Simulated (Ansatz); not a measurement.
**Si(100)-2x1 dimers: modes of surface species**

Aim: bond lengths and vibrational modes of species bound on Si(100)-2x1 dimers.

Method: DFT PBE, scalar-relativistic, plane waves, PAW; PAW set soft_1, in Ansatz 0.2.0.

### 1. The bulk crystal behind the slab

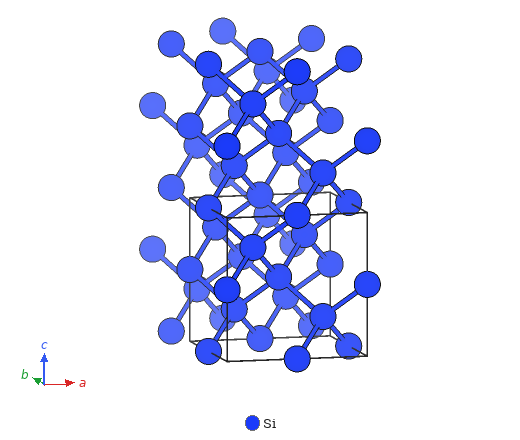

Start, viewed slightly off an axis; silicon blue. 1×2×2 cells are drawn. This picture shows the conventional cell, with its axes. Some periodic images of atoms are drawn too.

### 2. Relaxation of the host

The host crystal is relaxed at the same level, and its volume sets the scale of the cells that follow.

The input, input.yaml:

```yaml
crystal:
  lattice:
    - [0.0, 2.725, 2.725]
    - [2.725, 0.0, 2.725]
    - [2.725, 2.725, 0.0]
  atoms:
    - { symbol: Si, position: [0.0, 0.0, 0.0] }
    - { symbol: Si, position: [0.25, 0.25, 0.25] }
kpoints:
  mp_grid: { grid: [10, 10, 10] }
hamiltonian:
  xc: pbe
  pseudopotentials: { kind: paw, azcp: { folder: soft_1 } }
scf:
  occupations: { method: gaussian, width: 0.02 }
output:
  forces: true
  stress: true
  eigenvalues: true
relax:
  adjacent_minimum: "off"
  f_tol: 0.002
  max_steps: 60
  cell: { stress_tol: 0.02 }
```

Launch:

```
ansatz run input.yaml --threads 8 --pin off --max-ram 20480MiB --backend cpu --events-out ev --progress --plain --runs-dir out
```

Numbers of over 12 decimals in the logs are rounded to 6 here.

Output:

```text
The last accepted step is kept in <dir> (removed where the run ends without a failure and the disk answers)
Engine: ansatz 0.2.0, x86_64-unknown-linux-gnu
Pseudopotentials: kind: paw
Pseudopotential: Si, paw, valence charge 4, recommended cutoff 420 eV (normal), soft_1/Si.paw.azcp
Functional definition: PBE
  parameter kappa = 0.804
  parameter beta = 0.066725
  exchange = pbe_x(kappa = kappa, mu = beta*pi^2/3)
[...]
--- Relaxed structure (3 steps of the walk, 3 accepted, 1 SCFs on fresh bases) ---
  F+E_penalty+E_count = -1271.62301785 eV   max|allowed force component| = 2.776e-17 eV/Å   (the final SCF, on the basis selected at the relaxed cell)
  cell:  # Å, volume = 40.9115 Å³
    - [0, 2.734880, 2.734880]
    - [2.734880, 0, 2.734880]
    - [2.734880, 2.734880, 0]
  atoms:
    - { symbol: Si, position: [0, 0, 0] }
    - { symbol: Si, position: [0.25, 0.25, 0.25] }
[key lines of the parts left out:]
SCF converged after 4 iterations
Free energy (F): -1271.623018 eV
Fermi energy:    6.304617 eV
P = ⅓ Tr σ = 0.0045 GPa (0.045 kbar)
```

Run time: 4.8 s. Hardware: 8 threads of Intel Xeon at 2.70GHz, shared host; peak memory 0.33 GiB; 6.1 s of CPU time.

Step by step:

```tsv
step	energy less that of the first step (eV)	largest force component (eV/Å)	pressure (GPa)	volume (Å³)
1	0.0000	0.0000	0.99	40.47
2	-0.0013	0.0000	0.24	40.81
3	-0.0014	0.0000	0.00	40.91
4*	-0.0014	0.0000	0.00	40.91
```

Relaxation steps marked * repeat the geometry before them on a plane-wave basis chosen anew for their cell, so energy and pressure can jump there.

Forces are held to the 48 operations that the run works with; a distortion that breaks them can't arise in this run.

```tsv
conventional cell, symmetrised	before	after	change
a (Å)	5.450	5.470	+0.4 %
b (Å)	5.450	5.470	+0.4 %
c (Å)	5.450	5.470	+0.4 %
volume (Å³/atom)	20.23	20.46	+1.1 %
```

Final coordinates:

```xyz
2
Lattice="0.0000 2.7349 2.7349 2.7349 0.0000 2.7349 2.7349 2.7349 0.0000" Properties=species:S:1:pos:R:3 pbc="T T T"
Si    0.0000    0.0000    0.0000
Si    1.3674    1.3674    1.3674
```

Numbers from this step:

```
pressure          : 0.004524 GPa
gap on the k-mesh : 0.6174 eV
volume per atom   : 20.46 Å³
```

The forces vanish by symmetry.

### 3. Relaxation in the fixed cell: F on both atoms of the dimer

The slab carries F on both atoms of the dimer. Its plane takes the lattice constant of the bulk relaxed at this level. The lowest layers and the H atoms that close the back face are held, and the other atoms relax. The program lengthens the typed cell of 25.6 Å along the normal to 44.9 Å, as its cut-off of the electrostatics needs, and moves no atom.

System of this step: F on both atoms of the dimer on Si(100)-2x1 dimers. The cell holds 20 atoms: 14 Si, 4 H and 2 F. Its edges and angles: a = 7.735 Å, b = 3.868 Å, c = 44.947 Å, α = 90.0°, β = 90.0°, γ = 90.0°. It derives from Si. Vacuum lies along c.

The input, input.yaml:

```yaml
crystal:
  lattice:
    - [7.7354058433, 0.0, 0.0]
    - [0.0, 3.8677029217, 0.0]
    - [0.0, 0.0, 25.6278963739]
  atoms:
    - { symbol: Si, position: [0.0, 0.0, 0.327554] }
    - { symbol: Si, position: [0.5, 0.0, 0.327554] }
    - { symbol: Si, position: [0.25, 0.0, 0.380912] }
    - { symbol: Si, position: [0.75, 0.0, 0.380912] }
    - { symbol: Si, position: [0.25, 0.5, 0.434269] }
    - { symbol: Si, position: [0.75, 0.5, 0.434269] }
    - { symbol: Si, position: [0.0, 0.5, 0.487627] }
    - { symbol: Si, position: [0.5, 0.5, 0.487627] }
    - { symbol: Si, position: [0.0, 0.0, 0.540984] }
    - { symbol: Si, position: [0.5, 0.0, 0.540984] }
    - { symbol: Si, position: [0.25, 0.0, 0.594342] }
    - { symbol: Si, position: [0.75, 0.0, 0.594342] }
    - { symbol: Si, position: [0.346175, 0.5, 0.641825] }
    - { symbol: Si, position: [0.653825, 0.5, 0.641825] }
    - { symbol: H, position: [0.0, 0.317043, 0.293711] }
    - { symbol: H, position: [0.0, 0.682957, 0.293711] }
    - { symbol: H, position: [0.5, 0.317043, 0.293711] }
    - { symbol: H, position: [0.5, 0.682957, 0.293711] }
    - { symbol: F, position: [0.273021, 0.5, 0.706289] }
    - { symbol: F, position: [0.726979, 0.5, 0.706289] }
  periodic: [true, true, false]
kpoints:
  mp_grid: { grid: [4, 8, 1] }
hamiltonian:
  xc: pbe
  pseudopotentials: { kind: paw, azcp: { folder: soft_1 } }
scf:
  occupations: { method: gaussian, width: 0.03 }
output:
  forces: true
  eigenvalues: true
relax:
  adjacent_minimum: "off"
  f_tol: 0.003
  max_steps: 120
  constraints: [{ sites: [0, 1, 2, 3, 14, 15, 16, 17] }]
```

Output:

```text
Warning: crystal.periodic: the lattice vector that does not repeat stood 0.000° off the slab's normal, 25.628 Å along it as the deck builds it. The run solves the slab on a vector along the normal, 44.947 Å long, with every atom where it was (on the deck's vector they left 15.05 Å outside them, and the widest stretch free of ions among them is 1.65 Å). A fractional position that the run reports is one of the run's ce [...]
[...]
crystal.periodic: the lattice vector that does not repeat stood 0.000° off the slab's normal, 25.628 Å along it as the deck builds it. The run solves the slab on a vector along the normal, 44.947 Å long, with every atom where it was (on the deck's vector they left 15.05 Å outside them, and the widest stretch free of ions among them is 1.65 Å). A fractional position that the run reports is one of the run's cell, which [...]
[...]
Crystal: 20 atoms, lattice volume = 1344.736 Å³
Basis set: ecut = 420 eV, 26403 PW (Γ), exchange–correlation on 108×54×640 points (8 copies of the dense FFT grid, shifted against one another)
Bands: 57, of which v1, the nominal top of the filled ones, is band 37 counted from 1 (36 counted from 0)
Symmetry: 4 space group operations
[...]
k-points: 15 of 32
[...]
SCF iter   1: F=—  HF=-10584.877454 eV  |F-HF|=—  |Δ(HF+E_count)|=         —  Δρ=3.24e-2  dr2=1.31e1  ethr=3.10e-3  ⟨swp⟩=11.1  Hψ=6269  notcnv=0  defer=71
[...]
SCF iter  12: F=-10581.270799 eV  HF=-10581.270799 eV  |F-HF|=1.95e-8  |Δ(HF+E_count)|=   8.41e-8  Δρ=9.94e-7  dr2=1.27e-8  ethr=3.04e-10  ⟨swp⟩=26.7  Hψ=8441  notcnv=0
SCF 1 converged in 12 iterations: F = -10581.270799 eV  dr2 = 1.27e-8
[...]
relax step   1: F+E_penalty+E_count = -10581.27079897 eV  Δ(F+E_penalty+E_count) = +0.000e0 eV  max|allowed force component| = 2.603e0 eV/Å  Δτ_max = 0.0000 Å  (12 SCF iters, dr2 threshold 2.25e-7 eV, accepted)
[...]
SCF iter   6: F=-10581.629048 eV  HF=-10581.629061 eV  |F-HF|=1.33e-5  |Δ(HF+E_count)|=   1.11e-5  Δρ=1.92e-5  dr2=1.82e-5  ethr=1.35e-7  ⟨swp⟩=20.6  Hψ=6903  notcnv=0
SCF 2 converged in 6 iterations: F = -10581.629048 eV  dr2 = 1.82e-5
[...]
relax step   2: F+E_penalty+E_count = -10581.62904813 eV  Δ(F+E_penalty+E_count) = -3.582e-1 eV  max|allowed force component| = 1.750e0 eV/Å  Δτ_max = 0.1095 Å  (6 SCF iters, dr2 threshold 1.00e-4 eV, accepted)
SCF iter   1: F=—  HF=-10581.814778 eV  |F-HF|=—  |Δ(HF+E_count)|=         —  Δρ=5.55e-3  dr2=2.39e-1  ethr=1.69e-3  ⟨swp⟩=4.1  Hψ=2432  notcnv=0  defer=110
[...]
SCF iter   7: F=-10581.748152 eV  HF=-10581.748156 eV  |F-HF|=4.09e-6  |Δ(HF+E_count)|=   5.66e-5  Δρ=3.25e-5  dr2=1.14e-5  ethr=1.35e-7  ⟨swp⟩=21.2  Hψ=7061  notcnv=0
SCF 3 converged in 7 iterations: F = -10581.748152 eV  dr2 = 1.14e-5
relax step   3: F+E_penalty+E_count = -10581.74815221 eV  Δ(F+E_penalty+E_count) = -1.191e-1 eV  max|allowed force component| = 3.850e-1 eV/Å  Δτ_max = 0.1919 Å  (7 SCF iters, dr2 threshold 1.00e-4 eV, accepted)
[...]
relax step   4: F+E_penalty+E_count = -10581.77246778 eV  Δ(F+E_penalty+E_count) = -2.432e-2 eV  max|allowed force component| = 9.893e-2 eV/Å  Δτ_max = 0.1823 Å  (8 SCF iters, dr2 threshold 9.27e-6 eV, accepted)
[...]
relax step   5: F+E_penalty+E_count = -10581.77541930 eV  Δ(F+E_penalty+E_count) = -2.952e-3 eV  max|allowed force component| = 3.401e-2 eV/Å  Δτ_max = 0.0211 Å  (7 SCF iters, dr2 threshold 6.12e-7 eV, accepted)
[...]
relax step   6: F+E_penalty+E_count = -10581.77641813 eV  Δ(F+E_penalty+E_count) = -9.988e-4 eV  max|allowed force component| = 1.191e-2 eV/Å  Δτ_max = 0.0208 Å  (7 SCF iters, dr2 threshold 7.64e-8 eV, accepted)
[...]
relax step   7: F+E_penalty+E_count = -10581.77653795 eV  Δ(F+E_penalty+E_count) = -1.198e-4 eV  max|allowed force component| = 1.305e-3 eV/Å  Δτ_max = 0.0097 Å  (7 SCF iters, dr2 threshold 1.68e-8 eV, accepted)
[...]
SCF iter   3: F=-10581.776538 eV  HF=-10581.776538 eV  |F-HF|=2.52e-9  |Δ(HF+E_count)|=   2.27e-9  Δρ=5.26e-7  dr2=6.10e-9  ethr=1.22e-11  ⟨swp⟩=4.7  Hψ=3603  notcnv=0
SCF 8 converged in 3 iterations: F = -10581.776538 eV  dr2 = 6.10e-9
relax step   8: F+E_penalty+E_count = -10581.77653795 eV  Δ(F+E_penalty+E_count) = -8.331e-10 eV  max|allowed force component| = 1.289e-3 eV/Å  Δτ_max = 0.0000 Å  (3 SCF iters, accepted)
SCF converged after 3 iterations
Free energy (F): -10581.776538 eV
[...]
Internal energy: -10581.776538 eV  (E = F + TS)
E sigma→0 (E₀):  -10581.776538 eV
Fermi energy:    -5.212416 eV
[...]
--- Forces (eV/Å), atoms counted from 1 ---
  atom   1  Si     0.00000000     0.00000000     0.09684956
  atom   2  Si     0.00000000     0.00000000     0.17634602
  atom   3  Si    -0.18185964     0.00000000    -0.15621956
  atom   4  Si     0.18185964     0.00000000    -0.15621956
  atom   5  Si     0.00054084     0.00000000     0.00003104
  atom   6  Si    -0.00054084     0.00000000     0.00003104
  atom   7  Si     0.00000000     0.00000000     0.00038992
  atom   8  Si    -0.00000000     0.00000000    -0.00107313
  atom   9  Si     0.00000000     0.00000000     0.00107280
  atom  10  Si    -0.00000000     0.00000000    -0.00106233
  atom  11  Si     0.00128856     0.00000000     0.00042646
  atom  12  Si    -0.00128856     0.00000000     0.00042646
  atom  13  Si     0.00028231     0.00000000     0.00085245
  atom  14  Si    -0.00028231     0.00000000     0.00085245
  atom  15  H      0.00000000    -0.58598244     0.00113371
  atom  16  H      0.00000000     0.58598244     0.00113371
  atom  17  H      0.00000000    -0.57908196     0.01858479
  atom  18  H      0.00000000     0.57908196     0.01858479
  atom  19  F     -0.00073367     0.00000000    -0.00108003
  atom  20  F      0.00073367     0.00000000    -0.00108003
  max |Σ_I F_I| component: 1.95e-5 eV/Å
--- Band table (eV; the first three rows and the last of 15) ---
  k-point 0: bands = [... 33 lower, -6.1967, -6.0669, -5.9891, -5.8129, -4.7047, -4.3854, -4.0341, -3.4574, ... 16 higher]
  k-point 1: bands = [... 33 lower, -6.7025, -6.4345, -6.0640, -5.9795, -4.2125, -3.6878, -3.5367, -2.9733, ... 16 higher]
  k-point 2: bands = [... 33 lower, -6.7756, -6.6761, -6.3901, -6.0096, -3.8362, -3.6310, -3.3564, -3.3408, ... 16 higher]
  k-point 14: bands = [... 33 lower, -7.4641, -7.2326, -7.1599, -7.1458, -3.7913, -3.7733, -3.7011, -3.4764, ... 16 higher]
  ° read free of the cell's end (the report's vacuum.weakly_bound_levels)
--- Relaxed structure (8 steps of the walk, 8 accepted, 0 SCFs on fresh bases) ---
  F+E_penalty+E_count = -10581.77653795 eV   max|allowed force component| = 1.289e-3 eV/Å
  cell:  # Å, volume = 1344.7360 Å³
    - [7.7354058433, 0.0, 0.0]
    - [0.0, 3.8677029217, 0.0]
    - [0.0, 0.0, 44.947012]
  atoms:
    - { symbol: Si, position: [0.0, 0.0, 0.186765] }
    - { symbol: Si, position: [0.500000, 0.0, 0.186765] }
    - { symbol: Si, position: [0.250000, 0.0, 0.217188] }
    - { symbol: Si, position: [0.750000, 0.0, 0.217188] }
    - { symbol: Si, position: [0.246464, 0.500000, 0.247516] }
    - { symbol: Si, position: [0.753536, 0.500000, 0.247516] }
    - { symbol: Si, position: [1.3199087106518118e-18, 0.500000, 0.279399] }
    - { symbol: Si, position: [0.500000, 0.500000, 0.276324] }
    - { symbol: Si, position: [1.9920878029197683e-18, 0.0, 0.310517] }
    - { symbol: Si, position: [0.500000, 0.0, 0.306030] }
    - { symbol: Si, position: [0.260350, 0.0, 0.338847] }
    - { symbol: Si, position: [0.739650, 0.0, 0.338847] }
    - { symbol: Si, position: [0.342734, 0.500000, 0.365660] }
    - { symbol: Si, position: [0.657266, 0.500000, 0.365660] }
    - { symbol: H, position: [0.0, 0.317043, 0.167468] }
    - { symbol: H, position: [0.0, 0.682957, 0.167468] }
    - { symbol: H, position: [0.500000, 0.317043, 0.167468] }
    - { symbol: H, position: [0.500000, 0.682957, 0.167468] }
    - { symbol: F, position: [0.270325, 0.500000, 0.399490] }
    - { symbol: F, position: [0.729675, 0.500000, 0.399490] }
```

It took 2.7 min on 8 threads; peak memory 3.4 GiB.

Step by step:

```tsv
step	energy less that of the first step (eV)	largest force component (eV/Å)
1	0.0000	2.6033
2	-0.3582	1.7499
3	-0.4774	0.3850
4	-0.5017	0.0989
5	-0.5046	0.0340
6	-0.5056	0.0119
7	-0.5057	0.0013
8	-0.5057	0.0013
```

The run keeps the 4 symmetry operations that it works with, so distortions that break them were not tested.

The atoms that moved most (Å):

```tsv
atom	dx	dy	dz	length
F19	-0.021	0.000	-0.145	0.146
F20	0.021	0.000	-0.145	0.146
Si10	0.000	0.000	-0.109	0.109
Si9	0.000	0.000	0.093	0.093
Si12	-0.080	0.000	-0.002	0.080
Si11	0.080	0.000	-0.002	0.080
Si8	0.000	0.000	-0.077	0.077
Si7	0.000	0.000	0.061	0.061
```

The relaxed structure:

```cif
data_structure
_symmetry_space_group_name_H-M 'P 1'
_symmetry_Int_Tables_number 1
_cell_length_a 7.7354
_cell_length_b 3.8677
_cell_length_c 44.9470
_cell_angle_alpha 90.000
_cell_angle_beta 90.000
_cell_angle_gamma 90.000
_cell_volume 1344.74
loop_
_atom_site_label
_atom_site_type_symbol
_atom_site_fract_x
_atom_site_fract_y
_atom_site_fract_z
_atom_site_occupancy
Si1 Si 0.00000 0.00000 0.18676 1
Si2 Si 0.50000 0.00000 0.18676 1
Si3 Si 0.25000 0.00000 0.21719 1
Si4 Si 0.75000 0.00000 0.21719 1
Si5 Si 0.24646 0.50000 0.24752 1
Si6 Si 0.75354 0.50000 0.24752 1
Si7 Si 0.00000 0.50000 0.27940 1
Si8 Si 0.50000 0.50000 0.27632 1
Si9 Si 0.00000 0.00000 0.31052 1
Si10 Si 0.50000 0.00000 0.30603 1
Si11 Si 0.26035 0.00000 0.33885 1
Si12 Si 0.73965 0.00000 0.33885 1
Si13 Si 0.34273 0.50000 0.36566 1
Si14 Si 0.65727 0.50000 0.36566 1
H15 H 0.00000 0.31704 0.16747 1
H16 H 0.00000 0.68296 0.16747 1
H17 H 0.50000 0.31704 0.16747 1
H18 H 0.50000 0.68296 0.16747 1
F19 F 0.27032 0.50000 0.39949 1
F20 F 0.72968 0.50000 0.39949 1
```

This step gave:

```yaml
gap_on_the_k_mesh: 1.015 eV
```

The largest force component left on a free atom is 1.3 meV/Å.

(Continued in part 2 of 2.)

[Logs are printed without paths, hosts, clocks, repeated set-up lines and the standing remarks that a program may print on its own settings, such as how far it seeks lower states.]

[Hosts, paths, dates, database ids (printed as entryN), source tags and the programs' standing remarks are cut or masked in the printed files.]
